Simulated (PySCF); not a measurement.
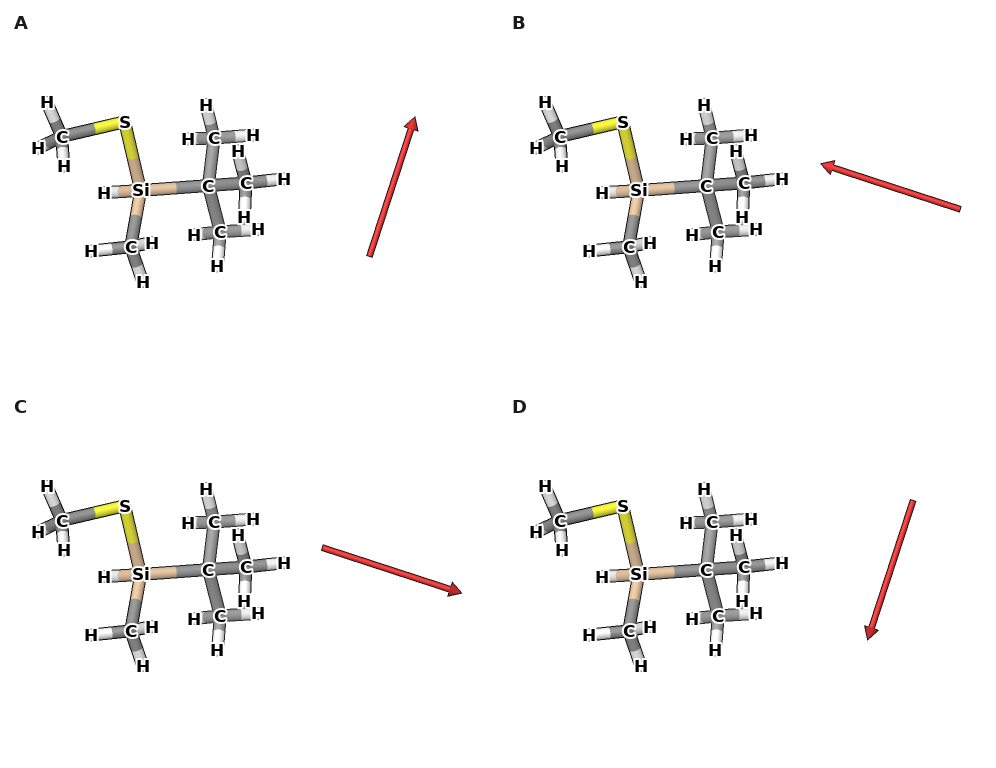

The same molecule four times, each with an arrow. The geometry was computed by an optimisation with GFN2-xTB. No frequency run is at hand to confirm it as a minimum. Level of theory: PBE0/pcSseg-1, gas phase (PySCF 2.14.0).

### Which arrow points along the dipole moment, from the negative to the positive end?

D. The dipole moment is 1.67 D.

The geometry is semi-empirical. Around Si such bond lengths and angles can be off by a tenth of an ångström or more and by several degrees, and values that hang on the shape move with them.
